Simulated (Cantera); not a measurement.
A closed system holds: 1 mol TiO₂, 2.6 mol C, 0.78 mol CO, at 0.133 bar.

Equilibrium computed with Cantera from the NASA thermochemical tables; the gas is ideal and each condensed phase is pure. Candidate condensed phases: C, Ti, TiC, TiO, TiO₂, Ti₂O₃, Ti₃O₅, Ti₄O₇; 15 gas species. Mutual solubility and eutectic melting of coexisting phases are not modelled. TiC, TiO: taken at fixed stoichiometry. Condensed phases not in the tables: solid solutions among these carbides, nitrides and lower oxides. Rates play no part.

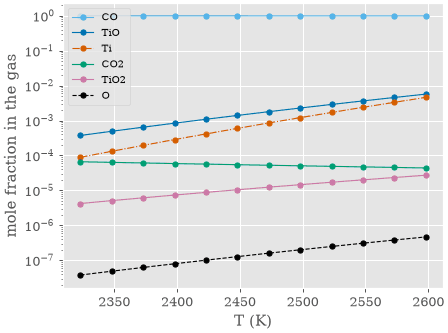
Figure. Equilibrium gas composition (values under 1e-9 drawn at 1e-9)

Problem. Read off the mole fractions at 2423 K.

Solution. CO about 1.00, TiO about 0.0011, Ti about 0.00041, CO₂ about 5.7e-5, TiO₂ about 8.8e-6, O about 1.0e-7.
